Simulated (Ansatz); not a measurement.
# Cl$_{3}$F$_{2}$HW···H$_{2}$O: what the fields show

```xyz
10

W     0.1714    0.3207   -0.2741
O     0.3627   -0.3140    2.7807
H    -0.5053   -0.3153    3.1592
Cl    2.3652   -0.3831   -0.1793
Cl   -0.4805    2.0664   -1.6162
F    -1.5139    0.4324    0.5094
Cl   -0.4558   -1.8747   -0.5679
H     0.5667    0.0014   -1.8266
F     0.8100    1.6064    0.9116
H     0.6475    0.6136    2.7867
```

Core potentials replace the inner electrons of W; not at a stationary point (largest force 1.3 eV/Å).

Level of theory: RHF/def2-SVP (Ansatz).

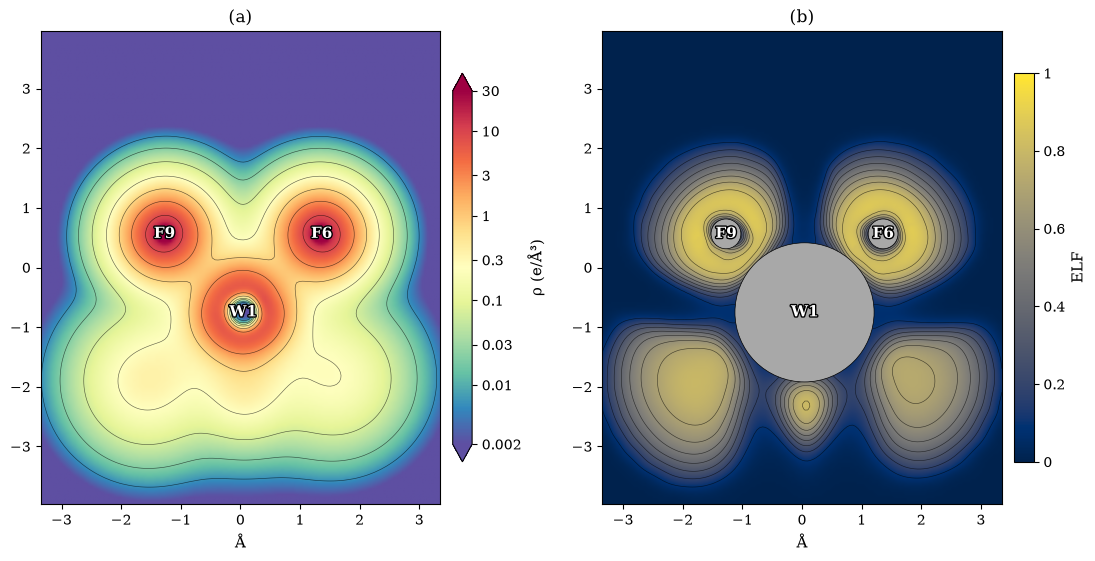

Figure 1. (a) electron density; (b) electron localisation function on the plane of atoms F6, W1 and F9. Grey discs cover the atomic cores in the ELF map.

### Interpret the plot.

The plane passes through W and F nuclei.
W–F (1.86 Å): ρ is about 1.1 e/Å³ halfway; the ELF peaks at about 0.85 in the valence shell of F, 0.5 Å from its nucleus, and drops to about 0.25 between the two atoms.

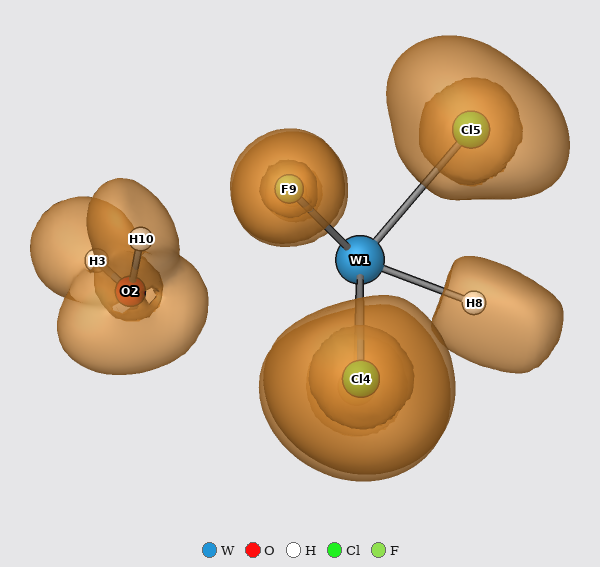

Figure 2. Isosurface of the ELF at 0.75 (orange), seen across its widest extent. Only the valence region is drawn (cores and ρ < 0.01 e/Å³ removed).

### Where are the electrons localised?

The ELF exceeds this value in one region around a hydrogen nucleus, three regions wrapped around Cl (the valence shell of each), two regions wrapped around F (the valence shell of each) and one joined region spread over several atoms (H, O), in which their bonds and any lone pairs are merged. Profiles from the grid: W1···O2 (3.13 Å): the ELF dips to about 0 between them.

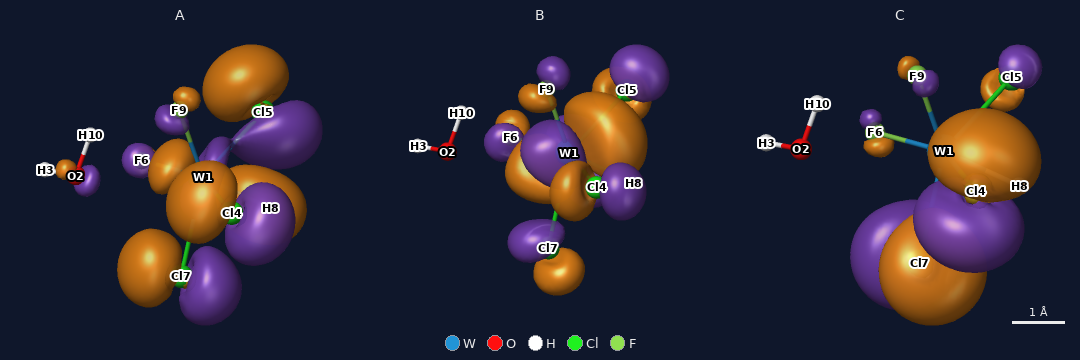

Figure 3. Three frontier orbitals at ±0.1 Å⁻³ᐟ² (orange and purple are the two phases), in no order.

### Order the three orbitals by energy and name them.

C is the HOMO−1 (−12.62 eV). Its weight (Hirshfeld) is mainly on Cl4 (about 50 %) and Cl7 (about 45 %); largely a combination of lone pairs on Cl4 and Cl7. A is the HOMO (−12.27 eV). It lies mainly on Cl5 (about 30 %), Cl4 (about 20 %), Cl7 (about 20 %), W1 (about 15 %) and H8 (about 10 %). B is the LUMO (−1.18 eV). Its weight (Hirshfeld) is mainly on W1 (about 65 %), Cl5 (about 10 %), Cl4 (about 10 %) and Cl7 (about 5 %).

### What is the HOMO–LUMO gap?

11.09 eV between the orbital energies.
